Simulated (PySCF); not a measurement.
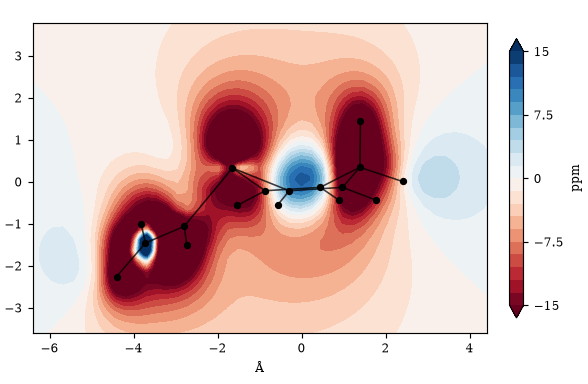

C$_{7}$H$_{9}$P, SMILES `C=CP1C=CCC=C1`. NICSzz (the component normal to the ring) in a plane perpendicular to the 6-membered ring P3/C4/C5/C6/C7/C8; GIAO shieldings; atoms are projected onto the map; negative values mean shielding.

Level of theory: B3LYP/6-31G* (PySCF), at a geometry from GFN2-xTB. No frequency check shows the geometry to be a minimum. GFN2-xTB bond lengths at metals and heavier atoms can be off by up to 0.1 Å and shapes distorted, which carries into these values.

Coordinates in Å:

```
C1      -3.0021   -0.4142   -0.4024
C2      -2.0417    0.4859   -0.2670
P3      -0.5565    0.2586    0.7663
C4       0.5622    1.3824   -0.1155
C5       1.8188    1.0493   -0.3738
C6       2.3978   -0.2909   -0.0238
C7       1.4006   -1.3939   -0.2320
C8       0.1097   -1.2665    0.0394
H9      -3.8860   -0.2225   -0.9901
H10     -2.9452   -1.3853    0.0624
H11     -2.1385    1.4681   -0.7157
H12      0.1693    2.3584   -0.3686
H13      2.4820    1.7392   -0.8787
H14      2.7013   -0.2812    1.0302
H15      3.2937   -0.4788   -0.6185
H16      1.7881   -2.3153   -0.6460
H17     -0.5900   -2.0749   -0.1189
```

**Classify the ring and give its NICS values.**

It is neither clearly shielded nor deshielded above its centre; an sp³ atom breaks the ring's conjugation, so the values mix its σ bonds and separate π bonds and show no closed π ring current: NICS(0) = −2.2, NICS(1) = −1.7 and −3.9, NICS(1)zz = −0.4 and −3.5 (two faces) ppm.

**What absolute proton shieldings does the same calculation give?**

From 26.1 ppm (H11) to 29.9 ppm (H14).
